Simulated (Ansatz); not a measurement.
**C₂H₇AlO₂: up Jacob's ladder to CCSD(T)**

Aim: compute C₂H₇AlO₂ with functionals from several rungs and with coupled cluster, and see how far each lands from CCSD(T) at the basis-set limit for the atomisation energy.

Method: functionals in def2-TZVPP, the program's frozen cores in correlated methods; program: Ansatz 0.2.0, Gaussian basis.

The runs, in order: PBE-D4, r2SCAN-D4, PBE0-D4, B3LYP-D4, ωB97X-V, ωB97M-V, B2PLYP; CCSD(T)/def2-TZVPP; MP2/def2-QZVPP; extrapolation to the limit.

### 1 Structure used throughout

An earlier PBE0-D4 in a triple-zeta def2 set relaxation fixed the geometry.

12 atoms, charge 0, spin multiplicity 1.

Atoms are counted from 1 here; the program's logs count them from 0.

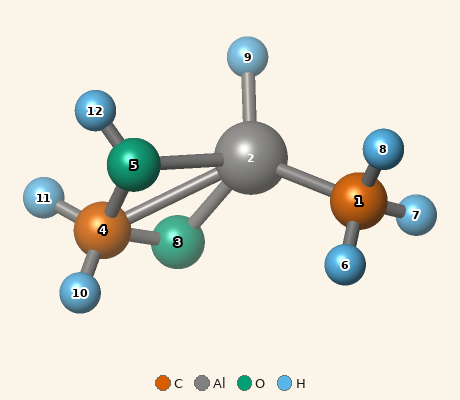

The geometry (carbon orange, aluminium grey, oxygen teal, hydrogen blue); atoms are numbered from 1 in the order of the file.

### 2 PBE-D4 (GGA)

Input file in.yaml:

```yaml
crystal:
  periodic: [false, false, false]
  atoms:
    - {symbol: C, position_ang: [-1.959460, -0.652416, 0.314749]}
    - {symbol: Al, position_ang: [-0.130416, -0.162148, 0.762067]}
    - {symbol: O, position_ang: [1.196178, -0.975822, -0.116739]}
    - {symbol: C, position_ang: [1.665979, 0.079836, -0.803722]}
    - {symbol: O, position_ang: [0.674217, 1.166841, -0.514049]}
    - {symbol: H, position_ang: [-2.090130, -0.834188, -0.755692]}
    - {symbol: H, position_ang: [-2.259995, -1.567007, 0.837262]}
    - {symbol: H, position_ang: [-2.669148, 0.125907, 0.613181]}
    - {symbol: H, position_ang: [0.243216, 0.427874, 2.196648]}
    - {symbol: H, position_ang: [1.654595, -0.052448, -1.891871]}
    - {symbol: H, position_ang: [2.648389, 0.447217, -0.470751]}
    - {symbol: H, position_ang: [1.103777, 1.941255, -0.137182]}
basis:
  gaussian: {orbitals: def2-TZVPP}
hamiltonian: {xc: pbe, dispersion: d4}
output: {forces: true, orbitals: {seedname: orbitals}}
```

The run is started by

```bash
ansatz run in.yaml --threads 4 --pin off --events-out ev --progress --plain --max-ram 10444MiB
```

Further steps of the session: r2SCAN-D4 (meta-GGA); PBE0-D4 (hybrid); B3LYP-D4 (hybrid); ωB97X-V (range-separated); ωB97M-V (range-separated); B2PLYP (double hybrid); CCSD(T) in def2-TZVPP; MP2 in def2-QZVPP.

Q: Predict the results of all the runs planned. Wanted: atomisation energy, CCSD(T)/CBS; farthest; mean size of error, hybrid; mean size of error, range-separated; gap, smallest and largest; T1 diagnostic; triples share of the correlation energy.

**Answer**, as computed:

| quantity | value |
| --- | --- |
| atomisation energy, CCSD(T)/CBS | 46.296 eV |
| functionals within 0.231 eV (0.5 %) | r2SCAN-D4, ωB97X-V, ωB97M-V |
| farthest | B2PLYP (-0.638 eV) |
| mean size of error, hybrid | 0.283 eV |
| mean size of error, range-separated | 0.029 eV |
| gap, smallest and largest | 4.92 eV (PBE-D4), 11.47 eV (ωB97X-V) |
| T1 diagnostic | 0.0114 |
| triples share of the correlation energy | 3.6 % |

What this shows: PBE-D4 misses by +0.559 eV. Double hybrids carry the basis error of their MP2 part in triple zeta, and no dispersion term here, so their miss is partly the set-up's. The reference freezes the cores and leaves out relativity and excitations past (T), so misses under about 0.231 eV can't be ranked. Hartree-Fock recovers 72 % of the binding; the rest is correlation. The gap grows from 4.9 to 11.5 eV across the functionals, mostly with the share of exact exchange.
